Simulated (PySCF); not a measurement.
**UCAM-B3LYP/6-31G(d) (spherical functions) run of BH2Br− (SMILES [BH2-]Br)**

Aim: the vertical doublet–quartet gap of BH2Br− at UCAM-B3LYP/6-31G* (spherical functions), from 2 runs. The job is set up through a Python script.

The results are computed with PySCF 2.14.0.

**1. The system as given**

BH2Br−: 4 atoms, total charge -1, spin state doublet. As SMILES, `[BH2-]Br`. Geometry: relaxed at GFN2-xTB.

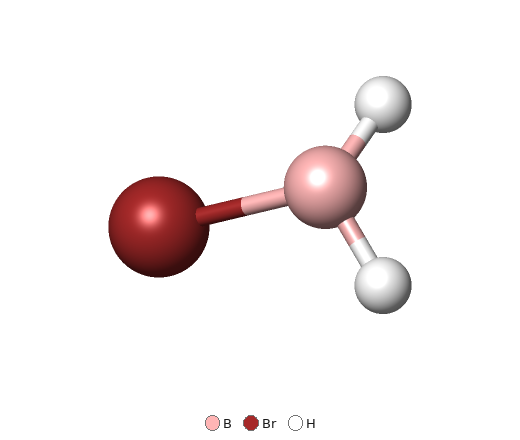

Viewed from a chosen angle; boron pink, bromine red, hydrogen white.

**2. The energy at UCAM-B3LYP/6-31G(d) (spherical functions)**

Input file calc.py:

```python
from pyscf import gto, dft

molecule = gto.M(
    atom=[
    ('B', (-0.380570, 0.148840, 0.001750)),
    ('Br', (1.540060, 0.580870, 0.661540)),
    ('H', (-0.770230, -0.861690, 0.547550)),
    ('H', (-0.389260, 0.131980, -1.210840)),
],
    basis='6-31g*',
    spin=1,
    charge=-1,
    verbose=3,
    max_memory=1860,
)

mf = dft.UKS(molecule)
mf.xc = 'cam-b3lyp'
mf.conv_tol = 1e-10
mf.grids.level = 4
mf.kernel()
if not mf.converged:
    mf = mf.newton().run(mf.mo_coeff, mf.mo_occ)

etot = mf.e_tot
print('Final energy', etot)
```

Run with:

```
$ OMP_NUM_THREADS=1 python calc.py
```

Standard output:

```text
WARN: HOMO -0.106543415922272 >= LUMO -0.106543415922276

converged SCF energy = -2600.00264848588  <S^2> = 0.7520823  2S+1 = 2.0020812
Final energy -2600.0026484858845
```

Run time: 12 s. Hardware: 1 thread of Intel Xeon Platinum 8488C (Sapphire Rapids), shared host; peak memory 0.27 GiB.

**3. The quartet, same level**

Input file mol.xyz:

```xyz
4
BBrH2
B     -0.380570     0.148840     0.001750
Br     1.540060     0.580870     0.661540
H     -0.770230    -0.861690     0.547550
H     -0.389260     0.131980    -1.210840
```

Input file input.py:

```python
from pyscf import gto, dft

system = gto.Mole()
system.atom = 'mol.xyz'
system.charge = -1
system.max_memory = 1860
system.spin = 3
system.basis = '6-31g*'
system.verbose = 3
system.build()

mf = dft.UKS(system)
mf.xc = 'cam-b3lyp'
mf.conv_tol = 1e-10
mf.grids.level = 4
mf.kernel()
if not mf.converged:
    mf = mf.newton().run(mf.mo_coeff, mf.mo_occ)

e_final = mf.e_tot
print('E(%s) = %.9f' % ('CAM-B3LYP', e_final))
```

Run with:

```
$ OMP_NUM_THREADS=1 python input.py
```

Standard output:

```text
WARN: HOMO 0.0324362514698144 >= LUMO -0.331843523502513

WARN: HOMO 0.208532714536813 >= LUMO 0.0806443377728892

WARN: HOMO 0.154908651894143 >= LUMO 0.0443877499200731

WARN: HOMO 0.153954996381525 >= LUMO 0.0439248305813145

WARN: HOMO 0.154441318094742 >= LUMO 0.0464529472633961

WARN: HOMO 0.154150603754745 >= LUMO 0.0460358346333276

WARN: HOMO 0.154379105894146 >= LUMO 0.0459884325601623

WARN: HOMO 0.154313019817991 >= LUMO 0.0458589264879583

WARN: HOMO 0.154303729294996 >= LUMO 0.0457730034997095

WARN: HOMO 0.154308561418505 >= LUMO 0.0457723054425303

WARN: HOMO 0.154310958547902 >= LUMO 0.0457760346287204

WARN: HOMO 0.154311188940272 >= LUMO 0.0457754615740988

WARN: HOMO 0.154311566815259 >= LUMO 0.0457755943061846

WARN: HOMO 0.154311377336973 >= LUMO 0.0457755648136571

converged SCF energy = -2599.73514967896  <S^2> = 3.7555525  2S+1 = 4.0027753
E(CAM-B3LYP) = -2599.735149679
```

Wall time 16 s (1 thread of Intel Xeon Platinum 8488C (Sapphire Rapids), shared host); peak memory 0.27 GiB.

**4. Results**

Level: UCAM-B3LYP/6-31G* (spherical functions).

| quantity | value |
| --- | --- |
| doublet: total energy | -2600.00265 Eh |
| doublet: HOMO energy (highest over α and β) | 0.38 eV |
| doublet: LUMO energy (lowest over α and β) | 7.10 eV |
| doublet: ⟨S²⟩ | 0.752 |
| quartet: total energy | -2599.73515 Eh |
| quartet: HOMO energy (highest over α and β) | 4.20 eV |
| quartet: ⟨S²⟩ | 3.756 |
| vertical energy of the quartet above the doublet | 7.279 eV |

At this shape the quartet lies 7.28 eV (702 kJ/mol) above the doublet. For an anion a state so high probably lies above electron detachment. The HOMO (doublet) lies at positive energy, 0.38 eV; only total energies tell whether the electron is bound. The HOMO (quartet) lies at positive energy, 4.20 eV; only total energies tell whether the electron is bound.
